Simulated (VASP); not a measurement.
Band structure of ZnSiP$_{2}$ (chalcopyrite). Method: LDA (Ceperley-Alder, Perdew-Zunger), VASP's LDA PAW potentials (set 64) (plane waves; VASP 6.6.1).

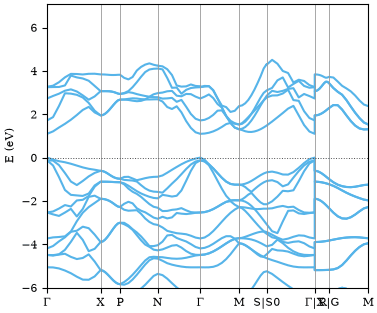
*Bands along high-symmetry lines, zero at the valence-band maximum or, without a gap, the Fermi level*

**Question.** Read the plot: is there a gap, and where are the band edges?

**Answer.** The gap is direct, 1.10 eV, from the valence maximum at Γ to the conduction minimum at Γ. (Edges off the drawn lines would not show.)

The compound is ZnSiP2 in the chalcopyrite structure. It was relaxed first.
